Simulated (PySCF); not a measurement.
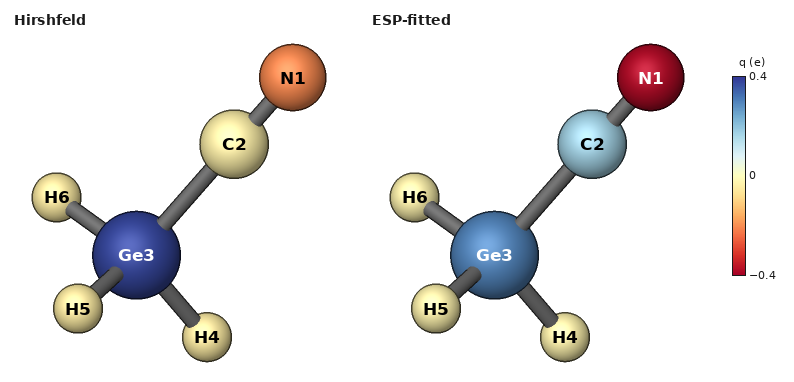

Atomic charges of one calculation by 2 schemes, on one colour scale. Computed geometry: GFN2-xTB optimisation. No frequency run is at hand to confirm it as a minimum. Computed with PBE0/pcSseg-1 (PySCF 2.14.0).

Which scheme gives the most polar picture (largest mean size of the charges)?

The ESP-fitted charges are the largest in size here.

On which atom do the schemes disagree most?

On C2 (from −0.04 to 0.17 e).

List the charges (e), one line for each set of equivalent atoms.

```csv
atom,Hirshfeld,ESP-fitted
N1,−0.20,−0.38
C2,−0.04,0.17
Ge3,0.38,0.30
"H4, H5, H6",−0.05,−0.03
```

The geometry is semi-empirical. Around Ge such bond lengths and angles can be off by a tenth of an ångström or more and by several degrees, and values that hang on the shape move with them.
